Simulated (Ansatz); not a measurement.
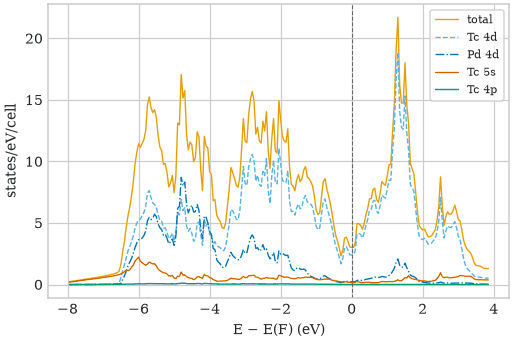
Figure: Total and projected density of states of Tc$_{3}$Pd in space group P6_3/mmc (No. 194; Tc on 6h, Pd on 2d), r²SCAN in the plane-wave PAW code Ansatz

**Question.** Which orbitals carry the states next to the Fermi level?

**Answer.** Within 0.5 eV of the Fermi level: Tc 4d 82 %, Pd 4d 7 %, Tc 5s 5 %, outside the projected shells 6 %. Projections are on Löwdin-orthogonalised atomic valence shells; empty p or d shells of many metals are not among them.

**Question.** Where is the tallest occupied peak in this window, and what makes it?

**Answer.** Near -4.8 eV, about 17 states/eV per cell; the largest projected share is Pd 4d.

The first step of the workflow began from a Materials Project structure, measured or hypothetical; the Crystallography Open Database copy checked does not list it. Its standing as an ambient phase is unchecked. The cell was relaxed with r²SCAN under the symmetry of its start; whether a distortion lowers the energy is not shown. The run is not spin-polarised. Scalar-relativistic: spin–orbit coupling is off unless named, which matters more the heavier the elements.

Potentials: the later of the program's two PAW sets.
